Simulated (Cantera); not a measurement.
A closed system holds: 1 mol BCl3, a varied amount of N2, 0.057 mol O2, equilibrated at 1325 K and 1.00 bar.

Equilibrium computed with Cantera from the NASA thermochemical tables; the gas is ideal and each condensed phase is pure. Candidate condensed phases: B, BN, B2O3; 25 gas species. The tables' values for BOCl are old estimates; treat these amounts as uncertain. Equilibrium is a limit: real reactors are often held back by kinetics, nucleation or transport.

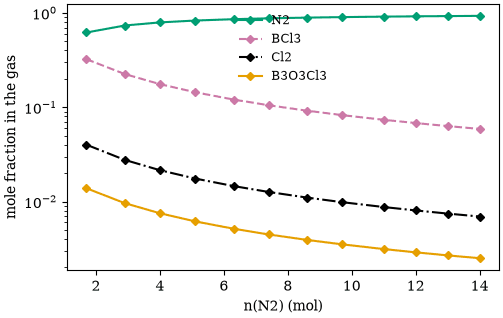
*Equilibrium gas composition (values under 1e-9 drawn at 1e-9)*

From 1.7 mol N2 to 14 mol N2 nothing is condensed. The main B-bearing gas is BCl3 throughout.
